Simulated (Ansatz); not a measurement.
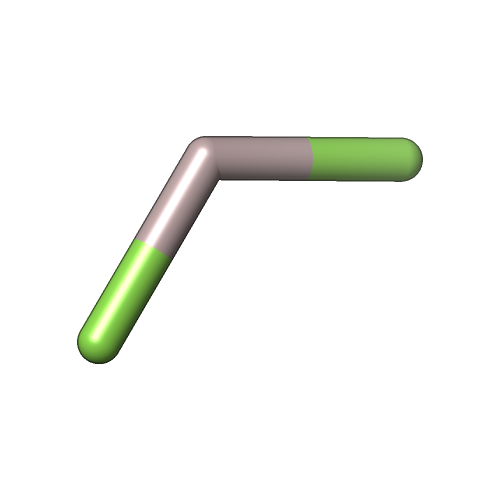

Rendered structure (stick style). Every bond is drawn as one stick, whatever its order. Colours: fluorine green, aluminium light grey.

State: neutral, doublet. The computed structure is the end point of a PBE0-D4/def2-TZVP optimisation.

Identify the structure.

It has 3 atoms: 1 aluminium and 2 fluorine (AlF2). Its SMILES string is `[F][Al][F]`. The point group is C2v. It is an open-shell species. Coordination: 1 Al bent.

The parts below concern this one geometry. Atoms keep their numbers from picture to picture.

**Geometry**

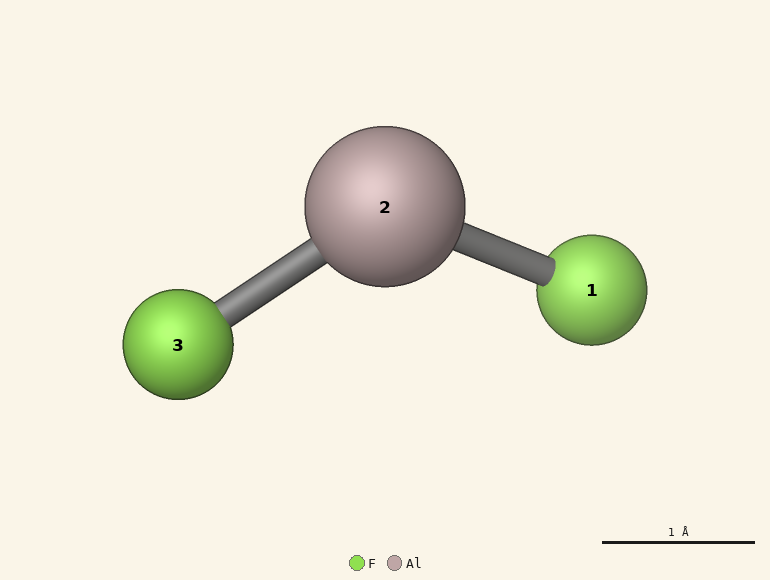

Atoms carry their numbers in the input.

Which atoms are bonded, and how long are the bonds?

| bond | length (Å) |
| --- | --- |
| F1–Al2 | 1.647 |
| Al2–F3 | 1.647 |

**Levels of theory compared**

Program: Ansatz 0.2.0.

Tabulate dipole (D) at these levels: B3LYP-D4/def2-TZVPP; PBE-D4/def2-TZVPP; PBE0-D4/def2-TZVP; r2SCAN-D4/def2-TZVPP; ωB97M-V/def2-TZVPP.

| level | dipole (D) |
| --- | --- |
| B3LYP-D4/def2-TZVPP | 1.87 |
| PBE-D4/def2-TZVPP | 1.68 |
| PBE0-D4/def2-TZVP | 1.80 |
| r2SCAN-D4/def2-TZVPP | 1.74 |
| ωB97M-V/def2-TZVPP | 1.93 |

**Vibrations**

Harmonic vibrations computed with UKS PBE0-D4/def2-TZVP (Ansatz 0.2.0) at a stationary point of the same level.

> List the wavenumbers.

3 modes: 233, 755, 904 cm⁻¹.

**Charges**

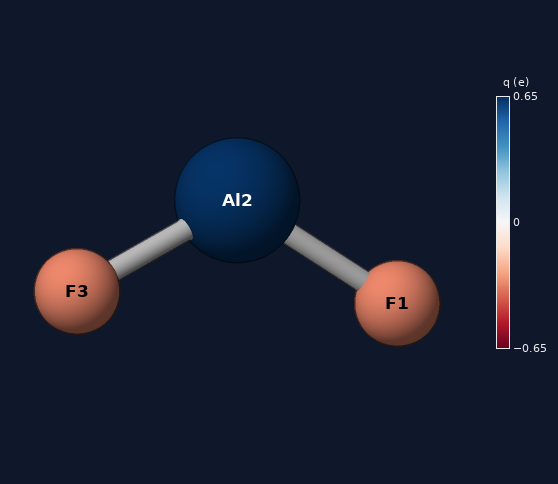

Atoms are coloured by their Mulliken charges. Properties computed with UKS PBE0-D4/def2-TZVP (Ansatz 0.2.0).

Give the Mulliken charges atom by atom.

| atom | value (e) |
| --- | --- |
| F1 | −0.32 |
| Al2 | 0.64 |
| F3 | −0.32 |

Mulliken values depend strongly on the basis set and can even reverse the polarity of a bond.
